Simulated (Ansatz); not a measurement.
**B₂+ (doublet): PBE, r2SCAN, PBE0, B3LYP, wB97M-V, B2PLYP, RPA-PBE over vertical gaps between states, cc-pVTZ**

Aim: run B₂+ (doublet) with these functionals over vertical gaps between states, and hold them against the top wave-function level at the same points.

Method: cc-pVTZ, all electrons in the functionals, frozen cores in the correlation of double hybrids and RPA; program: Ansatz 0.2.0, Gaussian basis.

The runs, in order: PBE, r2SCAN, PBE0, B3LYP, wB97M-V, B2PLYP, RPA-PBE, at charge 1, doublet; charge 1, quartet.

9 further runs of the same task are left out: 3 that didn't finish, 6 set aside as unsound or not needed.

### 1 The geometry

The geometry is a PBE0/def2-TZVP stationary point (not a proven minimum).

2 atoms, charge 1, spin multiplicity 2.

Atoms are counted from 1 here; the program's logs count them from 0.

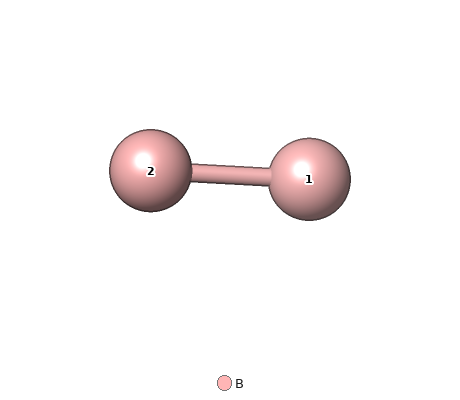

The geometry (boron pink); atoms are numbered from 1 in the order of the file.

No dispersion term is added; wB97M-V holds VV10 nonlocal correlation. B3LYP takes the VWN-RPA correlation.

The geometry shown and the zero of energy belong to the point charge 1, doublet. The yardstick, FCI, and other wave-function levels (R restricted, U unrestricted, valence and pair active spaces) come from earlier runs.

### 2 PBE, charge 1, doublet

Contents of in.yaml:

```yaml
crystal:
  periodic: [false, false, false]
  atoms:
    - {symbol: B, position_ang: [0.000000, 0.000000, 0.000000]}
    - {symbol: B, position_ang: [0.000000, 0.000000, 1.704200]}
basis:
  gaussian: {orbitals: cc-pVTZ}
total_charge: 1
magnetization: {spin_polarized: true, initial_magnetization: 1}
hamiltonian: {xc: {name: PBE}}
output: {orbitals: {seedname: orbitals}}
```

Run with:

```sh
ansatz run in.yaml --threads 1 --pin off --events-out ev --progress --plain --max-ram 2393MiB
```

After this run come: PBE, charge 1, quartet; r2SCAN, charge 1, doublet; r2SCAN, charge 1, quartet; PBE0, charge 1, doublet; PBE0, charge 1, quartet; B3LYP, charge 1, doublet; B3LYP, charge 1, quartet; wB97M-V, charge 1, doublet; wB97M-V, charge 1, quartet; B2PLYP, charge 1, doublet; B2PLYP, charge 1, quartet; RPA-PBE, charge 1, doublet; RPA-PBE, charge 1, quartet.

**Question.** What will the summary of the whole plan be? Wanted: doublet to quartet, FCI; largest miss, PBE; largest miss, r2SCAN; largest miss, PBE0; largest miss, B3LYP; largest miss, wB97M-V; largest miss, B2PLYP; largest miss, RPA-PBE; largest miss, RCCSD(T).

**Answer**, as computed:

```
               quantity                              value
doublet to quartet, FCI                        70.4 kJ/mol
      largest miss, PBE  -34.3 kJ/mol (doublet to quartet)
   largest miss, r2SCAN  -54.3 kJ/mol (doublet to quartet)
     largest miss, PBE0  -44.6 kJ/mol (doublet to quartet)
    largest miss, B3LYP  -35.1 kJ/mol (doublet to quartet)
  largest miss, wB97M-V  -38.0 kJ/mol (doublet to quartet)
   largest miss, B2PLYP  -43.0 kJ/mol (doublet to quartet)
  largest miss, RPA-PBE  -21.1 kJ/mol (doublet to quartet)
 largest miss, RCCSD(T)   -4.0 kJ/mol (doublet to quartet)
 largest miss, UCCSD(T)  -21.5 kJ/mol (doublet to quartet)
```

In words: Of the functionals, RPA-PBE keep the smallest largest miss at the points compared (at most 21.1 kJ/mol) and r2SCAN strays most (54.3 kJ/mol, at doublet to quartet). PBE, r2SCAN, PBE0, B3LYP, wB97M-V, B2PLYP, RPA-PBE clearly break the spin symmetry at some points (⟨S²⟩ up to 0.79 above the pure value), so energy there is bought with a mixed spin. Functionals and the yardstick converge differently with the basis, so part of each miss in cc-pVTZ is the basis.
